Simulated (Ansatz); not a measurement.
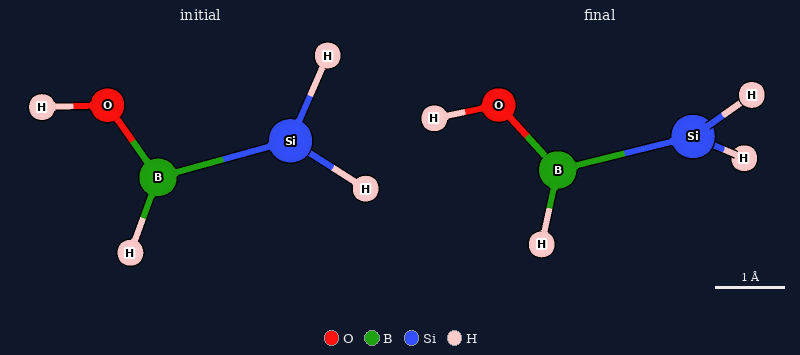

The structure of BSiH₄O (charge +1) before (left) and after (right) a relaxation, at one scale.

The picture is a ball-and-stick view, seen at a tilt.

Computed with Ansatz, RKS PBE0-D4/def2-TZVP. (force threshold 0.005 eV/Å; at most 200 steps)

Question: What changed between the two?

Answer: An H atom moves most after the best rigid fit: 0.84 Å. By element the largest moves are H 0.84 Å, O 0.44 Å, B 0.19 Å, Si 0.07 Å. Some distances before and after: B–Si 2.010 → 2.056 Å, B–H 1.178 → 1.195 Å, B–O 1.308 → 1.320 Å, H–Si 1.468 → 1.480 Å. Bond angles that change, for instance: Si–B–H 124.6° → 117.1°, B–O–H 123.9° → 117.2°, B–Si–H 128.7° → 123.5°. Groups turn about B–Si by about 70°. The energy falls by 2.78 kcal/mol in 12 accepted moves (16 points after the start). The largest force component goes from 0.83 to 0.0037 eV/Å. The line search rejected the trial steps at points 5, 8, 12, 14 of the run.
